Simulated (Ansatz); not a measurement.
## A computed series for Os: response to strain

The reference is Os in the hcp (Mg type) structure (space group P6_3/mmc, No. 194; a = 2.729 Å, c = 4.309 Å; relaxed with 0.1 eV smearing).

Strains are applied to the cell and any free atomic positions relax.

All numbers come from PBEsol (Ansatz, a quantum-chemistry and plane-wave program), without spin-orbit coupling.

Notes on the quantities. energy relative to the base: free energy F.

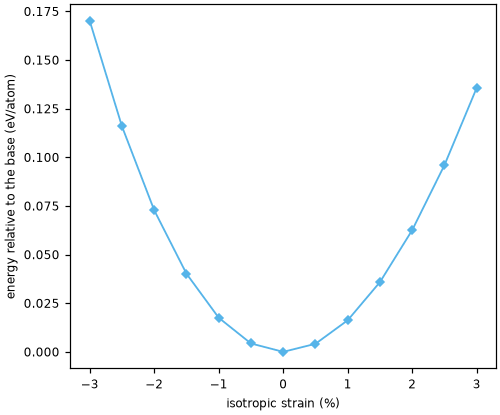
*Energy relative to the base against isotropic strain*

**Question.** From the plot, what is the energy relative to the base for isotropic strain −2.00 %?

**Answer.** About 0.07 eV/atom.

**Question.** Is the trend monotonic over the range shown?

**Answer.** No, it turns within the range, spanning 0 meV/atom to +170 meV/atom.

Whether these cells are dynamically stable was not tested. The final runs are not spin-polarised.
